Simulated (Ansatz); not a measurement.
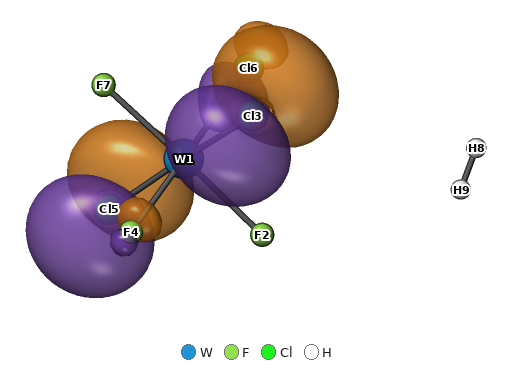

Figure 1: Cl3F3W···H2. The HOMO−1 at ±0.1 Å⁻³ᐟ² (orange and purple are the two phases), seen from one side.

Core potentials replace the inner electrons of W.

Theory: RHF/def2-SVP in Ansatz 0.2.0.

```xyz
9

W    -0.3073    0.2531   -0.3864
F    -0.1477    0.1022    1.4295
Cl    1.9722    0.3597   -0.5777
F    -0.3030    2.0841   -0.2065
Cl   -2.5875    0.3337   -0.1766
Cl   -0.3159   -2.0106   -0.6099
F    -0.4680    0.4596   -2.1962
H     2.4518   -2.4888    2.4737
H     2.0021   -2.0409    2.8674
```

Where does this orbital lie, and at what energy?

Answer. Its weight (Hirshfeld) is mainly on Cl3 (about 45 %) and Cl5 (about 45 %); largely a combination of lone pairs on Cl3 and Cl5. Its energy is −13.74 eV.
